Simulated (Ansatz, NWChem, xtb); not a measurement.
## How methods differ on CH4As (SMILES C[AsH])

CH4As: 6 atoms, total charge 0, spin state doublet. As SMILES, `C[AsH]`. The shape is that of a PBE0-D4/def2-TZVP optimisation.

Each level gives the dipole moment (D). The values are calculated.

```
          level            kind  program  value (D)   CPU time
       GFN2-xTB  semi-empirical      xtb       1.46  under 2 s
       GFN0-xTB  semi-empirical      xtb       1.25  under 2 s
       GFN1-xTB  semi-empirical      xtb       1.10  under 2 s
     UHF/STO-3G    Hartree–Fock   Ansatz       0.79      0.5 s
      UHF/3-21G    Hartree–Fock   Ansatz       0.99     0.78 s
   UHF/def2-SVP    Hartree–Fock   Ansatz       1.06      2.9 s
  UPBE/def2-SVP             GGA   NWChem       1.06       17 s
 UPBE/def2-SVPD             GGA   NWChem       1.02       34 s
 UPBE/def2-TZVP             GGA   NWChem       1.04       54 s
UPBE/def2-TZVPD             GGA   NWChem       1.05       77 s
```

All-electron rows without a relativistic Hamiltonian named are non-relativistic. The values span 0.79 to 1.46 D. Magnitudes only. Sets without polarisation functions give poor dipoles. Without the sets that lack polarisation functions the rows with a basis span only 1.02 to 1.06 D. Times are those of the runs behind each value, whatever else they computed, on shared processors of several kinds: orders of magnitude only.

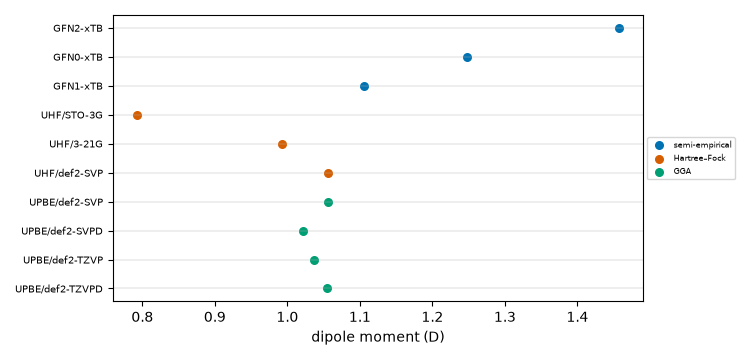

The values of the table, level by level.
